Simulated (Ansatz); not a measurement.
# BFHN + HBr: a complex and its separated parts

The complex below is one end of an elementary step. How strongly is it bound against its free parts?

The runs use Ansatz 0.2.0, Gaussian basis; PBE0-D4/def2-TZVP structures, single points in def2-TZVPP, no counterpoise correction.

Levels: SPW92, PBE-D4, BLYP-D4, r2SCAN-D4, B97M-V, PBE0-D4, B3LYP-D4, r2SCAN0-D4, BHLYP-D4, CAM-B3LYP-D4, wB97X-V, wB97M-V, B2PLYP, PBE-QIDH, RPA on PBE, Hartree-Fock, MP2, CCSD, CCSD(T).

Cores are frozen in the correlated methods. Filled d shells of the heavier atoms are correlated. B3LYP uses VWN-RPA correlation. B2PLYP carries no dispersion term here.

56 further runs of the same task are left out: 56 set aside as unsound or not needed.

### 1 The starting structure

The complex: 6 atoms, charge 0, spin multiplicity 1.

Atoms are counted from 1 here; the program's logs count them from 0.

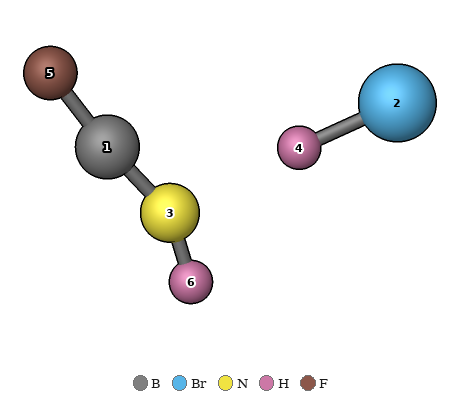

As it starts; boron grey, bromine blue, nitrogen yellow, hydrogen pink, fluorine brown; atoms are numbered from 1 in the order of the file.

Geometry (Å):

```
B     0.45893    1.02052    0.66600
Br   -0.06514   -1.75624   -2.09147
N    -0.41570    0.13154    0.70552
H    -0.19010   -0.93144   -0.90767
F     1.39658    1.88423    0.51281
H    -1.18457   -0.34861    1.11471
```

Its parts: BFHN holds atoms 1, 3, 5, 6; HBr holds atoms 2, 4. Each part counts its atoms afresh in its own runs.

### 2 Relaxing BFHN alone

relax-a/in.yaml reads:

```yaml
crystal:
  periodic: [false, false, false]
  atoms:
    - {symbol: B, position_ang: [0.458935, 1.020521, 0.666000]}
    - {symbol: N, position_ang: [-0.415699, 0.131540, 0.705517]}
    - {symbol: F, position_ang: [1.396578, 1.884226, 0.512806]}
    - {symbol: H, position_ang: [-1.184570, -0.348607, 1.114714]}
basis:
  gaussian: {orbitals: def2-TZVP}
hamiltonian: {xc: pbe0, dispersion: d4}
relax: {f_tol: 0.005, max_steps: 200}
```

Launch:

```
ansatz run in.yaml --threads 4 --pin off --events-out ev --progress --plain --max-ram 9574MiB
```

Log, cut to the lines that bear on the results:

```text
Functional definition: PBE0
  name "PBE0"
  cite "Adamo & Barone, J. Chem. Phys. 110, 6158 (1999) doi:10.1063/1.478522"
  cite "Perdew, Burke & Ernzerhof, Phys. Rev. Lett. 77, 3865 (1996) doi:10.1103/PhysRevLett.77.3865"
  parent pbe
[...]
524 factors; their error is unknown
[...]
mean field -4897.36363875 eV, -179.9747941716 hartree, gradient 2.2e-5 eV, S^2 0.000000; 0 other end points of the search recorded, 0 dependent functions left out
[...]
reference -4897.36366317 eV, -179.9747950692 hartree; 11, 11 occupied and 88, 88 virtual orbitals, 524 factors
[...]
524 factors; their error is unknown
[...]
mean field -4897.39551722 eV, -179.9759656838 hartree, gradient 7.7e-6 eV, S^2 0.000000; 1 other end points of the search recorded, 0 dependent functions left out
[...]
reference -4897.39554122 eV, -179.9759665661 hartree; 11, 11 occupied and 88, 88 virtual orbitals, 524 factors
Total energy: -4897.42672018 eV, -179.9771123715 hartree
Atom 0 at     0.463995     1.025782     0.665985 Å, force    -0.001476    -0.001645    -0.000140 eV/Å
Atom 1 at    -0.448439     0.217713     0.855431 Å, force     0.002571     0.003517     0.001025 eV/Å
Atom 2 at     1.421065     1.872537     0.466206 Å, force     0.000022    -0.000117    -0.000163 eV/Å
Atom 3 at    -1.181377    -0.428352     1.011415 Å, force    -0.001117    -0.001754    -0.000722 eV/Å
Dipole moment:    -0.078172    -0.068119     0.017625 e Å
```

Wall time 3.9 s (4 threads of Arm Neoverse V1, shared host).

Along the way:

```csv
step,energy from step 1 (eV),largest force component (eV/Å)
1,0.0000,0.5816
2,-0.0036,0.2122
3,-0.0076,0.2404
4,-0.0149,0.3574
5,-0.0233,0.6825
6,-0.0316,0.1709
7,-0.0318,0.0035
```

Distances of close pairs at the start and the end, largest changes first:

```
 bond  before (Å)  after (Å)  change (Å)
B1–N2       1.248      1.233      -0.014
B1–F3       1.284      1.293      +0.009
N2–H4       0.995      0.989      -0.005
```

### 3 Relaxing HBr alone

relax-b/in.yaml reads:

```yaml
crystal:
  periodic: [false, false, false]
  atoms:
    - {symbol: Br, position_ang: [-0.065142, -1.756237, -2.091471]}
    - {symbol: H, position_ang: [-0.190103, -0.931443, -0.907665]}
basis:
  gaussian: {orbitals: def2-TZVP}
hamiltonian: {xc: pbe0, dispersion: d4}
relax: {f_tol: 0.005, max_steps: 200}
```

Launch:

```
ansatz run in.yaml --threads 4 --pin off --events-out ev --progress --plain --max-ram 9574MiB
```

Log, cut to the lines that bear on the results:

```text
[... 5 set-up lines as earlier in the session ...]
[...]
457 factors; their error is unknown
[...]
mean field -70054.56326029 eV, -2574.4577151272 hartree, gradient 8.9e-6 eV, S^2 0.000000; 0 other end points of the search recorded, 0 dependent functions left out
[...]
reference -70054.57279936 eV, -2574.4580656814 hartree; 18, 18 occupied and 36, 36 virtual orbitals, 457 factors
Total energy: -70054.57831865 eV, -2574.4582685115 hartree
Atom 0 at    -0.066339    -1.748335    -2.080130 Å, force     0.000206    -0.001362    -0.001954 eV/Å
Atom 1 at    -0.188906    -0.939345    -0.919006 Å, force    -0.000206     0.001362     0.001954 eV/Å
Dipole moment:    -0.017113     0.112954     0.162120 e Å
```

Run time: 0.9 s. Hardware: 4 threads of Arm Neoverse V1, shared host.

Relaxation path:

```
step  energy from step 1 (eV)  largest force component (eV/Å)
   1                   0.0000                          0.5495
   2                  -0.0093                          0.0856
   3                  -0.0095                          0.0020
```

The bond:

```csv
bond,before (Å),after (Å),change (Å)
Br1–H2,1.448,1.420,-0.028
```

### 4 SPW92/def2-TZVPP

parta/in.yaml reads:

```yaml
crystal:
  periodic: [false, false, false]
  atoms:
    - {symbol: B, position_ang: [0.463995, 1.025782, 0.665985]}
    - {symbol: N, position_ang: [-0.448439, 0.217713, 0.855431]}
    - {symbol: F, position_ang: [1.421065, 1.872537, 0.466206]}
    - {symbol: H, position_ang: [-1.181377, -0.428352, 1.011415]}
basis:
  gaussian: {orbitals: def2-TZVPP}
hamiltonian: {xc: lda}
```

partb/in.yaml reads:

```yaml
crystal:
  periodic: [false, false, false]
  atoms:
    - {symbol: Br, position_ang: [-0.066339, -1.748335, -2.080130]}
    - {symbol: H, position_ang: [-0.188906, -0.939345, -0.919006]}
basis:
  gaussian: {orbitals: def2-TZVPP}
hamiltonian: {xc: lda}
```

Each run has its own folder and the same command.

Launch:

```
ansatz run in.yaml --threads 4 --pin off --events-out ev --progress --plain --max-ram 9574MiB
```

parta printed, cut to the lines that bear on the results:

```text
Functional definition: SPW92
  name "SPW92"
  cite "Dirac, Proc. Camb. Phil. Soc. 26, 376 (1930) doi:10.1017/S0305004100016108"
  cite "Slater, Phys. Rev. 81, 385 (1951) doi:10.1103/PhysRev.81.385"
  cite "Perdew & Wang, Phys. Rev. B 45, 13244 (1992) doi:10.1103/PhysRevB.45.13244"
[...]
539 factors; their error is unknown
[...]
mean field -4865.83444602 eV, -178.8161177100 hartree, gradient 6.1e-5 eV, S^2 0.000000; 0 other end points of the search recorded, 0 dependent functions left out
reference -4865.83447686 eV, -178.8161188437 hartree; 11, 11 occupied and 96, 96 virtual orbitals, 539 factors
Total energy: -4865.83447686 eV, -178.8161188437 hartree
```

Log of partb, cut to the lines that bear on the results:

```text
[... 5 set-up lines as earlier in the session ...]
[...]
435 factors; their error is unknown
[...]
mean field -69965.45700534 eV, -2571.1831206562 hartree, gradient 6.0e-6 eV, S^2 0.000000; 0 other end points of the search recorded, 0 dependent functions left out
reference -69965.45702639 eV, -2571.1831214297 hartree; 18, 18 occupied and 44, 44 virtual orbitals, 435 factors
Total energy: -69965.45702639 eV, -2571.1831214297 hartree
```

Wall times: 0.25 s (parta), 0.15 s (partb) on 4 threads of Arm Neoverse V1, shared host.

### 5 PBE-D4/def2-TZVPP

Each input of step 4 (parta, partb) changes in the same lines:

```diff
-hamiltonian: {xc: lda}
+hamiltonian: {xc: pbe, dispersion: d4}
```

The same command starts each run, in its folder.

Launch:

```
ansatz run in.yaml --threads 4 --pin off --events-out ev --progress --plain --max-ram 9574MiB
```

Log of parta, cut to the lines that bear on the results:

```text
Functional definition: PBE
  name "PBE"
[... 2 set-up lines as earlier in the session ...]
[...]
539 factors; their error is unknown
[...]
mean field -4897.34375565 eV, -179.9740634812 hartree, gradient 7.4e-5 eV, S^2 0.000000; 0 other end points of the search recorded, 0 dependent functions left out
reference -4897.34378886 eV, -179.9740647018 hartree; 11, 11 occupied and 96, 96 virtual orbitals, 539 factors
Total energy: -4897.38187117 eV, -179.9754642008 hartree
```

Log of partb, cut to the lines that bear on the results:

```text
[... 4 set-up lines as earlier in the session ...]
[...]
435 factors; their error is unknown
[...]
mean field -70052.13665726 eV, -2574.3685391107 hartree, gradient 1.9e-5 eV, S^2 0.000000; 0 other end points of the search recorded, 0 dependent functions left out
reference -70052.13667992 eV, -2574.3685399434 hartree; 18, 18 occupied and 44, 44 virtual orbitals, 435 factors
Total energy: -70052.14346495 eV, -2574.3687892886 hartree
```

Wall times: 0.35 s (parta), 0.2 s (partb) on 4 threads of Arm Neoverse V1, shared host.

### 6 BLYP-D4/def2-TZVPP

The same edit goes into each in.yaml of step 5 (parta, partb):

```diff
-hamiltonian: {xc: pbe, dispersion: d4}
+hamiltonian: {xc: {name: BLYP}, dispersion: d4}
```

One command serves all of them, each in its own folder.

Launch:

```
ansatz run in.yaml --threads 4 --pin off --events-out ev --progress --plain --max-ram 9574MiB
```

parta printed, cut to the lines that bear on the results:

```text
Functional definition: BLYP
  name "BLYP"
  cite "Becke, Phys. Rev. A 38, 3098 (1988) doi:10.1103/PhysRevA.38.3098"
  cite "Lee, Yang & Parr, Phys. Rev. B 37, 785 (1988) doi:10.1103/PhysRevB.37.785"
[...]
539 factors; their error is unknown
[...]
mean field -4902.09792914 eV, -180.1487761344 hartree, gradient 9.3e-6 eV, S^2 0.000000; 0 other end points of the search recorded, 0 dependent functions left out
reference -4902.09818718 eV, -180.1487856175 hartree; 11, 11 occupied and 96, 96 virtual orbitals, 539 factors
Total energy: -4902.18687872 eV, -180.1520449713 hartree
```

Log of partb, cut to the lines that bear on the results:

```text
[... 4 set-up lines as earlier in the session ...]
[...]
435 factors; their error is unknown
[...]
mean field -70063.39681159 eV, -2574.7823421500 hartree, gradient 8.5e-5 eV, S^2 0.000000; 0 other end points of the search recorded, 0 dependent functions left out
reference -70063.39701997 eV, -2574.7823498076 hartree; 18, 18 occupied and 44, 44 virtual orbitals, 435 factors
Total energy: -70063.41299180 eV, -2574.7829367617 hartree
```

Times: 0.45 s (parta), 0.2 s (partb) on 4 threads of Arm Neoverse V1, shared host.

### 7 r2SCAN-D4/def2-TZVPP

Each input of step 6 (parta, partb) changes in the same lines:

```diff
-hamiltonian: {xc: {name: BLYP}, dispersion: d4}
+hamiltonian: {xc: r2scan, dispersion: d4}
```

Each run has its own folder and the same command.

Launch:

```
ansatz run in.yaml --threads 4 --pin off --events-out ev --progress --plain --max-ram 9574MiB
```

Output in parta, cut to the lines that bear on the results:

```text
Functional definition: r2SCAN
  name "r2SCAN"
  cite "Furness, Kaplan, Ning, Perdew & Sun, J. Phys. Chem. Lett. 11, 8208 (2020) doi:10.1021/acs.jpclett.0c02405"
  cite "Furness, Kaplan, Ning, Perdew & Sun, J. Phys. Chem. Lett. 11, 9248 (2020) doi:10.1021/acs.jpclett.0c03077"
  parent r2scan
[...]
539 factors; their error is unknown
[...]
mean field -4900.31519317 eV, -180.0832617960 hartree, gradient 1.9e-5 eV, S^2 0.000000; 0 other end points of the search recorded, 0 dependent functions left out
reference -4900.31520317 eV, -180.0832621635 hartree; 11, 11 occupied and 96, 96 virtual orbitals, 539 factors
Total energy: -4900.32388837 eV, -180.0835813389 hartree
```

partb printed, cut to the lines that bear on the results:

```text
[... 5 set-up lines as earlier in the session ...]
[...]
435 factors; their error is unknown
[...]
mean field -70062.28305484 eV, -2574.7414123441 hartree, gradient 2.3e-5 eV, S^2 0.000000; 0 other end points of the search recorded, 0 dependent functions left out
reference -70062.28306094 eV, -2574.7414125685 hartree; 18, 18 occupied and 44, 44 virtual orbitals, 435 factors
Total energy: -70062.28452003 eV, -2574.7414661889 hartree
```

Wall times: 0.8 s (parta), 0.55 s (partb) on 4 threads of Arm Neoverse V1, shared host.

### 8 B97M-V/def2-TZVPP

Each input of step 7 (parta, partb) changes in the same lines:

```diff
-hamiltonian: {xc: r2scan, dispersion: d4}
+hamiltonian: {xc: {name: B97M-V}}
```

Each run has its own folder and the same command.

Launch:

```
ansatz run in.yaml --threads 4 --pin off --events-out ev --progress --plain --max-ram 9574MiB
```

parta printed, cut to the lines that bear on the results:

```text
Functional definition: B97M-V
  name "B97M-V"
  cite "Mardirossian & Head-Gordon, J. Chem. Phys. 142, 074111 (2015) doi:10.1063/1.4907719"
  cite "Becke, J. Chem. Phys. 107, 8554 (1997) doi:10.1063/1.475007"
  cite "Vydrov & Van Voorhis, J. Chem. Phys. 133, 244103 (2010) doi:10.1063/1.3521275"
  # Of w^i u^j: cxij and so on, Table III.
[...]
  gx(w, u) = cx00 + cx01*u + cx02*u^2 + (cx10 + cx11*u)*w
[...]
  gos(w, u) = cos00 + cos01*u + cos03*u^3 + cos10*w + cos32*w^3*u^2
[...]
      + integral(e_c_pw_mod_opposite_spin*gos(b97_w_opposite, b97_u_opposite)) + vv10(b, c)
539 factors; their error is unknown
[...]
mean field -4901.79719554 eV, -180.1377243786 hartree, gradient 6.0e-5 eV, S^2 0.000000; 0 other end points of the search recorded, 0 dependent functions left out
reference -4901.79724381 eV, -180.1377261523 hartree; 11, 11 occupied and 96, 96 virtual orbitals, 539 factors
Total energy: -4901.79724381 eV, -180.1377261523 hartree
```

partb printed, cut to the lines that bear on the results:

```text
[... 5 set-up lines as earlier in the session ...]
  # Of w^i u^j: cxij and so on, Table III.
[...]
  gx(w, u) = cx00 + cx01*u + cx02*u^2 + (cx10 + cx11*u)*w
[...]
  gos(w, u) = cos00 + cos01*u + cos03*u^3 + cos10*w + cos32*w^3*u^2
[...]
      + integral(e_c_pw_mod_opposite_spin*gos(b97_w_opposite, b97_u_opposite)) + vv10(b, c)
435 factors; their error is unknown
[...]
mean field -70050.13094013 eV, -2574.2948303656 hartree, gradient 1.6e-5 eV, S^2 0.000000; 0 other end points of the search recorded, 0 dependent functions left out
reference -70050.13097198 eV, -2574.2948315359 hartree; 18, 18 occupied and 44, 44 virtual orbitals, 435 factors
Total energy: -70050.13097198 eV, -2574.2948315359 hartree
```

They took 1.1 s (parta), 0.7 s (partb) on 4 threads of Arm Neoverse V1, shared host.

### 9 PBE0-D4/def2-TZVPP

The same edit goes into each in.yaml of step 8 (parta, partb):

```diff
-hamiltonian: {xc: {name: B97M-V}}
+hamiltonian: {xc: pbe0, dispersion: d4}
+output: {orbitals: {seedname: orbitals}}
```

Each run has its own folder and the same command.

Launch:

```
ansatz run in.yaml --threads 4 --pin off --events-out ev --progress --plain --max-ram 9574MiB
```

parta printed, cut to the lines that bear on the results:

```text
[... 5 set-up lines as earlier in the session ...]
[...]
539 factors; their error is unknown
[...]
mean field -4897.41759280 eV, -179.9767769466 hartree, gradient 4.2e-5 eV, S^2 0.000000; 0 other end points of the search recorded, 0 dependent functions left out
reference -4897.41761697 eV, -179.9767778348 hartree; 11, 11 occupied and 96, 96 virtual orbitals, 539 factors
Total energy: -4897.44879592 eV, -179.9779236402 hartree
```

Output in partb, cut to the lines that bear on the results:

```text
[... 5 set-up lines as earlier in the session ...]
[...]
472 factors; their error is unknown
[...]
mean field -70054.59430902 eV, -2574.4588561470 hartree, gradient 7.1e-6 eV, S^2 0.000000; 0 other end points of the search recorded, 0 dependent functions left out
reference -70054.59432628 eV, -2574.4588567813 hartree; 18, 18 occupied and 44, 44 virtual orbitals, 472 factors
Total energy: -70054.59984557 eV, -2574.4590596114 hartree
```

Wall times: 0.4 s (parta), 0.25 s (partb) on 4 threads of Arm Neoverse V1, shared host.

### 10 B3LYP-D4/def2-TZVPP

Each input of step 9 (parta, partb) changes in the same lines:

```diff
-hamiltonian: {xc: pbe0, dispersion: d4}
-output: {orbitals: {seedname: orbitals}}
+hamiltonian: {xc: {name: B3LYP}, dispersion: d4}
```

The same command starts each run, in its folder.

Launch:

```
ansatz run in.yaml --threads 4 --pin off --events-out ev --progress --plain --max-ram 9574MiB
```

Log of parta, cut to the lines that bear on the results:

```text
Functional definition: B3LYP
  name "B3LYP"
  cite "Stephens, Devlin, Chabalowski & Frisch, J. Phys. Chem. 98, 11623 (1994) doi:10.1021/j100096a001"
[... 2 set-up lines as earlier in the session ...]
  cite "Vosko, Wilk & Nusair, Can. J. Phys. 58, 1200 (1980) doi:10.1139/p80-159"
[...]
539 factors; their error is unknown
[...]
mean field -4902.96687250 eV, -180.1807092141 hartree, gradient 8.7e-5 eV, S^2 0.000000; 0 other end points of the search recorded, 0 dependent functions left out
reference -4902.96706110 eV, -180.1807161450 hartree; 11, 11 occupied and 96, 96 virtual orbitals, 539 factors
Total energy: -4903.02886444 eV, -180.1829873757 hartree
```

Log of partb, cut to the lines that bear on the results:

```text
[... 6 set-up lines as earlier in the session ...]
[...]
472 factors; their error is unknown
[...]
mean field -70063.59658927 eV, -2574.7896838441 hartree, gradient 6.2e-6 eV, S^2 0.000000; 0 other end points of the search recorded, 0 dependent functions left out
reference -70063.59674645 eV, -2574.7896896206 hartree; 18, 18 occupied and 44, 44 virtual orbitals, 472 factors
Total energy: -70063.60787982 eV, -2574.7900987641 hartree
```

They took 0.45 s (parta), 0.25 s (partb) on 4 threads of Arm Neoverse V1, shared host.

### 11 r2SCAN0-D4/def2-TZVPP

Each input of step 10 (parta, partb) changes in the same lines:

```diff
-hamiltonian: {xc: {name: B3LYP}, dispersion: d4}
+hamiltonian: {xc: {name: r2SCAN0}, dispersion: d4}
```

The same command starts each run, in its folder.

Launch:

```
ansatz run in.yaml --threads 4 --pin off --events-out ev --progress --plain --max-ram 9574MiB
```

parta printed, cut to the lines that bear on the results:

```text
Functional definition: r2SCAN0
  name "r2SCAN0"
  cite "Bursch, Neugebauer, Ehlert & Grimme, J. Chem. Phys. 156, 134105 (2022) doi:10.1063/5.0086040"
[... 3 set-up lines as earlier in the session ...]
[...]
539 factors; their error is unknown
[...]
mean field -4899.66064619 eV, -180.0592076382 hartree, gradient 3.4e-5 eV, S^2 0.000000; 0 other end points of the search recorded, 0 dependent functions left out
reference -4899.66065405 eV, -180.0592079270 hartree; 11, 11 occupied and 96, 96 virtual orbitals, 539 factors
Total energy: -4899.67070472 eV, -180.0595772825 hartree
```

Log of partb, cut to the lines that bear on the results:

```text
[... 6 set-up lines as earlier in the session ...]
[...]
472 factors; their error is unknown
[...]
mean field -70062.25260725 eV, -2574.7402934160 hartree, gradient 7.3e-6 eV, S^2 0.000000; 0 other end points of the search recorded, 0 dependent functions left out
reference -70062.25261214 eV, -2574.7402935955 hartree; 18, 18 occupied and 44, 44 virtual orbitals, 472 factors
Total energy: -70062.25432698 eV, -2574.7403566148 hartree
```

They took 0.85 s (parta), 0.55 s (partb) on 4 threads of Arm Neoverse V1, shared host.

### 12 BHLYP-D4/def2-TZVPP

The same edit goes into each in.yaml of step 11 (parta, partb):

```diff
-hamiltonian: {xc: {name: r2SCAN0}, dispersion: d4}
+hamiltonian: {xc: {name: BHLYP}, dispersion: d4}
```

The same command starts each run, in its folder.

Launch:

```
ansatz run in.yaml --threads 4 --pin off --events-out ev --progress --plain --max-ram 9574MiB
```

parta printed, cut to the lines that bear on the results:

```text
Functional definition: BHLYP
  name "BHLYP"
  cite "Becke, J. Chem. Phys. 98, 1372 (1993) doi:10.1063/1.464304"
[... 2 set-up lines as earlier in the session ...]
[...]
612 factors; their error is unknown
[...]
mean field -4900.64675261 eV, -180.0954463807 hartree, gradient 5.3e-5 eV, S^2 0.000000; 0 other end points of the search recorded, 0 dependent functions left out
reference -4900.64687764 eV, -180.0954509754 hartree; 11, 11 occupied and 96, 96 virtual orbitals, 612 factors
Total energy: -4900.68942623 eV, -180.0970146074 hartree
```

partb printed, cut to the lines that bear on the results:

```text
[... 5 set-up lines as earlier in the session ...]
[...]
514 factors; their error is unknown
[...]
mean field -70062.48033274 eV, -2574.7486621734 hartree, gradient 8.4e-6 eV, S^2 0.000000; 0 other end points of the search recorded, 0 dependent functions left out
reference -70062.48044059 eV, -2574.7486661369 hartree; 18, 18 occupied and 44, 44 virtual orbitals, 514 factors
Total energy: -70062.48830007 eV, -2574.7489549673 hartree
```

Wall times: 0.4 s (parta), 0.25 s (partb) on 4 threads of Arm Neoverse V1, shared host.

### 13 CAM-B3LYP-D4/def2-TZVPP

Each input of step 12 (parta, partb) changes in the same lines:

```diff
-hamiltonian: {xc: {name: BHLYP}, dispersion: d4}
+hamiltonian: {xc: {name: CAM-B3LYP}, dispersion: d4}
```

The same command starts each run, in its folder.

Launch:

```
ansatz run in.yaml --threads 4 --pin off --events-out ev --progress --plain --max-ram 9574MiB
```

Log of parta, cut to the lines that bear on the results:

```text
Functional definition: CAM-B3LYP
  name "CAM-B3LYP"
  cite "Yanai, Tew & Handy, Chem. Phys. Lett. 393, 51 (2004) doi:10.1016/j.cplett.2004.06.011"
  cite "Iikura, Tsuneda, Yanai & Hirao, J. Chem. Phys. 115, 3540 (2001) doi:10.1063/1.1383587"
[... 2 set-up lines as earlier in the session ...]
[...]
  # Exact exchange under (alpha + beta erf(omega r))/r, Becke's under what is left of 1/r.
[...]
539 factors; their error is unknown
138 factors; integrals over basis functions are off by at most 6.5e-5 eV
[...]
mean field -4901.15983410 eV, -180.1143017778 hartree, gradient 1.7e-5 eV, S^2 0.000000; 0 other end points of the search recorded, 0 dependent functions left out
reference -4901.15992619 eV, -180.1143051620 hartree; 11, 11 occupied and 96, 96 virtual orbitals, 539 factors
Total energy: -4901.19077510 eV, -180.1154388385 hartree
```

Output in partb, cut to the lines that bear on the results:

```text
[... 6 set-up lines as earlier in the session ...]
[...]
  # Exact exchange under (alpha + beta erf(omega r))/r, Becke's under what is left of 1/r.
[...]
472 factors; their error is unknown
82 factors; integrals over basis functions are off by at most 1.2e-4 eV
[...]
mean field -70066.16346115 eV, -2574.8840146460 hartree, gradient 3.1e-5 eV, S^2 0.000000; 0 other end points of the search recorded, 0 dependent functions left out
reference -70066.16353785 eV, -2574.8840174646 hartree; 18, 18 occupied and 44, 44 virtual orbitals, 472 factors
Total energy: -70066.16901552 eV, -2574.8842187651 hartree
```

Wall times: 0.5 s (parta), 0.3 s (partb) on 4 threads of Arm Neoverse V1, shared host.

[end of part 1 of 2]
